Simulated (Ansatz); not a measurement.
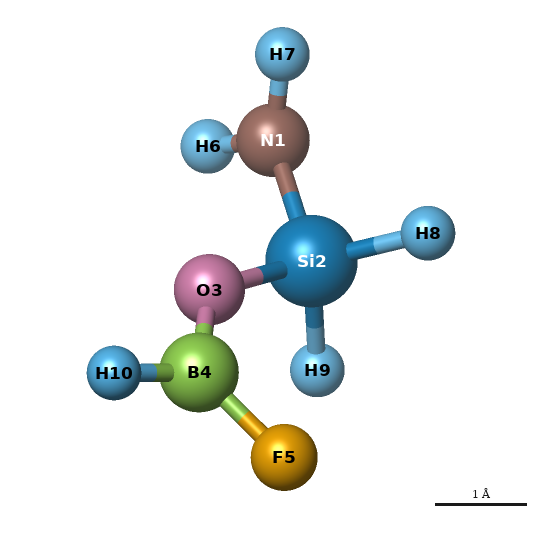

Numbered structure. The computed structure is the end point of a PBE0-D4/def2-TZVP optimisation. No frequency run is at hand to confirm it as a minimum.

List the bonds and their lengths.

```csv
bond,length (Å),order
N1–Si2,1.697,single
N1–H6,1.006,single
N1–H7,1.006,single
Si2–O3,1.669,single
Si2–H8,1.480,single
Si2–H9,1.480,single
O3–B4,1.338,single
B4–F5,1.334,single
B4–H10,1.195,single
```
